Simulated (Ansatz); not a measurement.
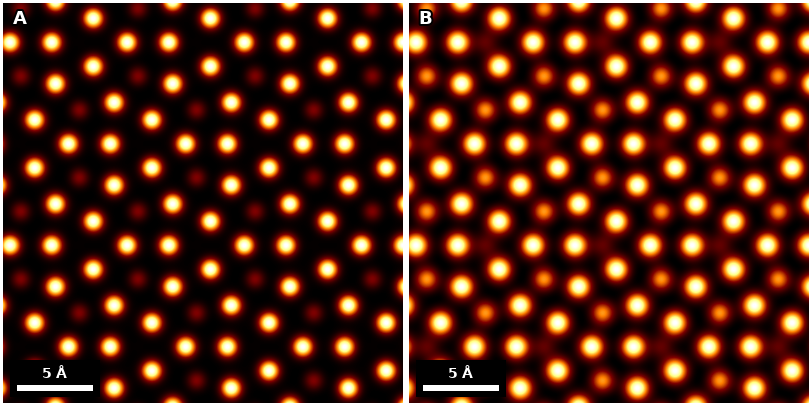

Two simulated images of the same area of Lu$_{6}$Ge$_{2}$B (P-62m, No. 189) along [001], with a probe of 1.00 Å. One is incoherent Z contrast (Z^1.7 per atom), the other the projected potential of neutral atoms blurred by the probe (iDPC-like, thin sample). Brightness is counted from the darkest point of the image. Model: the geometry relaxed with DFT, PAW plane waves, pbe in Ansatz 0.2.0; the starting structure was generated, so it need not be a known form of this composition.

Which panel is which, and how can one tell?

Answer. A is the Z-contrast image and B the potential image. The columns of 1 B per repeat reach about 1 % of the brightest peak (1 Lu) in A but about 19 % in B, mainly since the potential grows much more slowly with atomic number. The B columns show clearly in B alone.
